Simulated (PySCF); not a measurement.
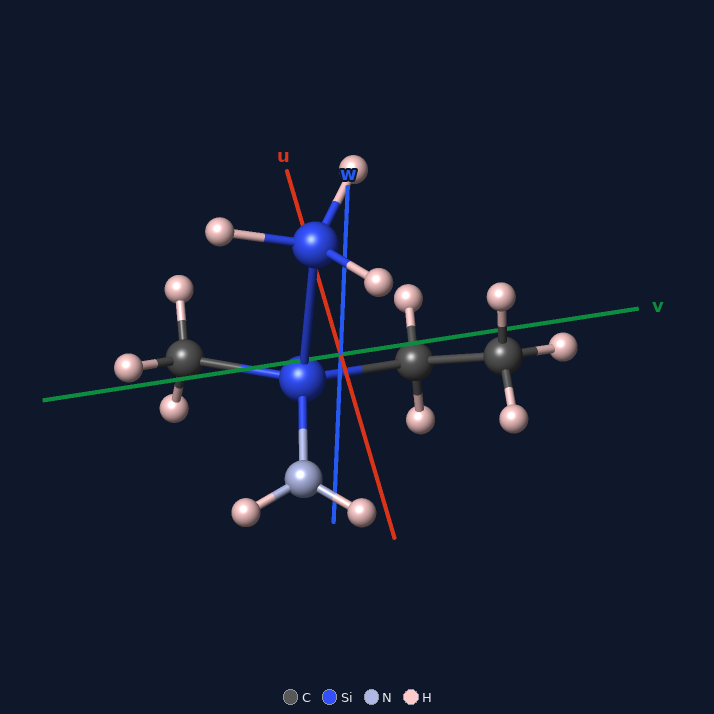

The lines u, v and w are the principal axes of the g tensor. Charge +1, doublet. Computed geometry: GFN2-xTB optimisation. No frequency run is at hand to confirm it as a minimum. Method: UKS B3LYP, pcH-1 on C H N Si, non-relativistic, mean-field spin-orbit, GIAO (PySCF 2.14.0).

**Along which axis does g lie farthest from the free-electron value?**

Along u: the shift is 5113 ppm.

Give the principal values and shifts.

```
axis        g  shift (ppm)
   u  2.00743         5113
   v  2.00646         4140
   w  2.00232           −1
```

The geometry is semi-empirical. Around Si such bond lengths and angles can be off by a tenth of an ångström or more and by several degrees, and values that hang on the shape move with them.
